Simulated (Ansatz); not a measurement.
# [BCl2]+ (SMILES Cl[B+]Cl): CCSDT/SBKJC-VDZ (core potential, accuracy low, start density atoms)

What is the energy difference between two shapes of [BCl2]+ at CCSDT/SBKJC-VDZ (core potential, accuracy low, start density atoms)? 

The calculation is run with Ansatz 0.2.0.

13 further runs of the same task are left out: 1 that didn't finish, 12 set aside as unsound or not needed.

## 1. The molecule

[BCl2]+ has 3 atoms, charge +1, and is taken as a singlet. SMILES: `Cl[B+]Cl`. Geometry: relaxed at PBE0-D4/def2-TZVP.

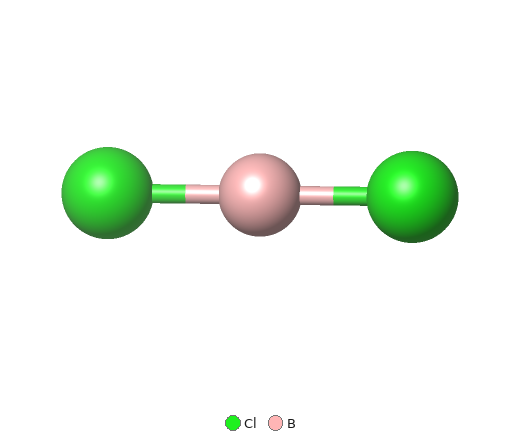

The structure, seen from a chosen angle (chlorine green, boron pink).

## 2. The energy at CCSDT/SBKJC-VDZ (core potential, accuracy low, start density atoms)

job.yaml reads:

```yaml
crystal:
  periodic: [false, false, false]
  atoms:
    - {symbol: Cl, position_ang: [-1.267920, 0.785680, -0.605300]}
    - {symbol: B, position_ang: [0.000010, 0.000020, 0.000000]}
    - {symbol: Cl, position_ang: [1.267910, -0.785700, 0.605290]}
basis:
  gaussian: {orbitals: SBKJC-VDZ.json}
output: {orbitals: {seedname: orbitals}}
correlation: {method: ccsdt, frozen_orbitals: {B: 0, Cl: 0}}
total_charge: 1
accuracy: low
```

The basis set SBKJC-VDZ is read from a file made from the Basis Set Exchange's data (not shown).

The run is started by

```console
ansatz run job.yaml --threads 1 --pin off --max-ram 3480MiB --events-out events.jsonl --progress --plain --runs-dir runs
```

What it wrote:

```text
Warning: RAYON_NUM_THREADS=1 ignored (pool sized by the plan → 1); use --threads N
Functional definition: HF
  name "HF"
  exchange = exact_x
  correlation = 0
519 factors; integrals over basis functions are off by at most 4.4e-8 eV
mean field evaluation 1: about -861.8029 eV, gradient 2.0e1 eV
mean field evaluation 2: about -861.8068 eV, gradient 2.0e1 eV
mean field evaluation 4: about -863.1940 eV, gradient 1.1e0 eV
mean field evaluation 8: about -863.1999 eV, gradient 5.9e-7 eV
mean field evaluation 16: about -863.1999 eV, gradient 2.7e-6 eV
mean field -863.19993314 eV, -31.7220124449 hartree, gradient 2.7e-6 eV, S^2 0.000000; 0 other end points of the search recorded, 0 dependent functions left out
reference -863.19993314 eV, -31.7220124449 hartree; 8, 8 occupied and 16, 16 virtual orbitals, 519 factors
second order -3.08826311 eV of doubles, -0.00000000 eV of singles
cycle   1  -3.19365549 eV  change   -1.1e-1 eV  update   1.1e-1
cycle   2  -3.46546851 eV  change   -2.7e-1 eV  update   4.9e-2
cycle   3  -3.58850851 eV  change   -1.2e-1 eV  update   2.0e-2
cycle   4  -3.59487556 eV  change   -6.4e-3 eV  update   4.1e-3
cycle   5  -3.58936016 eV  change    5.5e-3 eV  update   1.7e-3
cycle   6  -3.58942887 eV  change   -6.9e-5 eV  update   4.0e-4
cycle   7  -3.58963731 eV  change   -2.1e-4 eV  update   1.5e-4
cycle   8  -3.58964690 eV  change   -9.6e-6 eV  update   5.7e-5
cycle   9  -3.58964522 eV  change    1.7e-6 eV  update   1.7e-5
cycle  10  -3.58964689 eV  change   -1.7e-6 eV  update   5.1e-6
cycle  11  -3.58964587 eV  change    1.0e-6 eV  update   1.8e-6
Total energy: -866.78957901 eV, -31.8539294975 hartree
```

It took 0.97 s on 1 thread of Arm Neoverse V1, shared host; peak memory 0.098 GiB.

## 3. The distorted shape at the same level

job.yaml reads:

```yaml
crystal:
  periodic: [false, false, false]
  atoms:
    - {symbol: Cl, position_ang: [-1.271200, 0.763879, -0.610882]}
    - {symbol: B, position_ang: [-0.014874, 0.013935, -0.015791]}
    - {symbol: Cl, position_ang: [1.295701, -0.786605, 0.598182]}
basis:
  gaussian: {orbitals: SBKJC-VDZ.json}
output: {orbitals: {seedname: orbitals}}
correlation: {method: ccsdt, frozen_orbitals: {B: 0, Cl: 0}}
total_charge: 1
accuracy: low
```

The basis set SBKJC-VDZ is read from a file made from the Basis Set Exchange's data (not shown).

The run is started by

```console
ansatz run job.yaml --threads 1 --pin off --max-ram 3480MiB --events-out events.jsonl --progress --plain --runs-dir runs
```

What it wrote, cut to the lines that bear on the results:

```text
Warning: RAYON_NUM_THREADS=1 ignored (pool sized by the plan → 1); use --threads N
[... 2 set-up lines as earlier in the session ...]
[...]
516 factors; integrals over basis functions are off by at most 8.6e-8 eV
[...]
mean field -863.16823801 eV, -31.7208476703 hartree, gradient 2.8e-6 eV, S^2 0.000000; 0 other end points of the search recorded, 0 dependent functions left out
reference -863.16823801 eV, -31.7208476703 hartree; 8, 8 occupied and 16, 16 virtual orbitals, 516 factors
second order -3.09509407 eV of doubles, -0.00000000 eV of singles
cycle   1  -3.20135197 eV  change   -1.1e-1 eV  update   1.1e-1
[...]
cycle  12  -3.60143861 eV  change   -2.6e-7 eV  update   1.1e-6
Total energy: -866.76967662 eV, -31.8531980980 hartree
```

It took 1.3 s on 1 thread of Arm Neoverse V1, shared host; peak memory 0.1 GiB.

## 4. What came out

At CCSDT/SBKJC-VDZ (core potential, accuracy low, start density atoms):

| quantity | value |
| --- | --- |
| first shape: total energy | -31.85393 Eh |
| first shape: HOMO energy (Hartree–Fock orbitals) | -20.45 eV |
| first shape: LUMO energy (Hartree–Fock orbitals) | -4.84 eV |
| first shape: HOMO–LUMO gap (Hartree–Fock orbitals) | 15.62 eV |
| first shape: correlation energy | -131.9 mEh |
| first shape: T1 diagnostic | 0.018 |
| distorted shape: total energy | -31.85320 Eh |
| distorted shape: HOMO energy (Hartree–Fock orbitals) | -20.40 eV |
| distorted shape: LUMO energy (Hartree–Fock orbitals) | -4.87 eV |
| distorted shape: HOMO–LUMO gap (Hartree–Fock orbitals) | 15.53 eV |
| distorted shape: correlation energy | -132.4 mEh |
| distorted shape: T1 diagnostic | 0.018 |
| energy change with the atoms displaced | 0.020 eV |

With the atoms displaced the energy rises by 0.02 eV (0.5 kcal/mol). The first shape isn't relaxed at this level, so the change isn't measured from a minimum. The accuracy setting (first shape) is loose, so the last digits carry no meaning. The accuracy setting (distorted shape) is loose, so the last digits carry no meaning.
